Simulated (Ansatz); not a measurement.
# BH3O2Si: the cost of one run

All numbers below are computed with Ansatz 0.2.0 (RKS PBE0/def2-SVP).

## 1. The structure to begin with

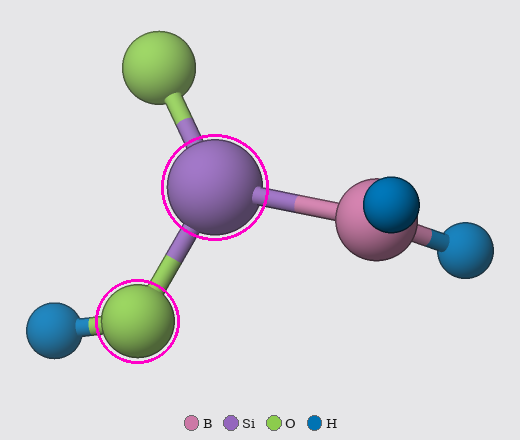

The starting structure, seen from a chosen angle (boron pink, silicon purple, oxygen green, hydrogen blue). Ringed: Si2, O4.

Structure file:

```xyz
7

B    -0.8933    1.0419   -0.0278
Si    0.5271   -0.2100    0.3715
O     1.5781   -0.2243    1.4626
O     0.4321   -1.3824   -0.7556
H    -0.7173    1.9669   -0.7210
H    -1.9546    0.9364    0.4535
H     1.0280   -2.1285   -0.7833
```

## 2. End point A

File input.yaml:

```yaml
crystal:
  periodic: [false, false, false]
  atoms:
    - { symbol: B, position_ang: [-0.89334, 1.04195, -0.02776] }
    - { symbol: Si, position_ang: [0.52712, -0.21002, 0.37155] }
    - { symbol: O, position_ang: [1.57809, -0.22435, 1.46256] }
    - { symbol: O, position_ang: [0.43206, -1.38244, -0.75561] }
    - { symbol: H, position_ang: [-0.71729, 1.96695, -0.72097] }
    - { symbol: H, position_ang: [-1.95462, 0.93641, 0.45349] }
    - { symbol: H, position_ang: [1.02798, -2.1285, -0.78326] }
basis:
  gaussian: { orbitals: def2-SVP }
hamiltonian:
  xc: pbe0
relax:
  f_tol: 0.015
  max_steps: 40
```

The run is started by

```bash
ansatz run input.yaml --threads 1 --pin off --max-ram 2048MiB --backend cpu --events-out ev --progress --plain --runs-dir out
```

Q: Estimate wall time and peak memory on 1 thread of Arm Neoverse V1, shared host.

About 20 s, with a peak of 0.14 GiB.
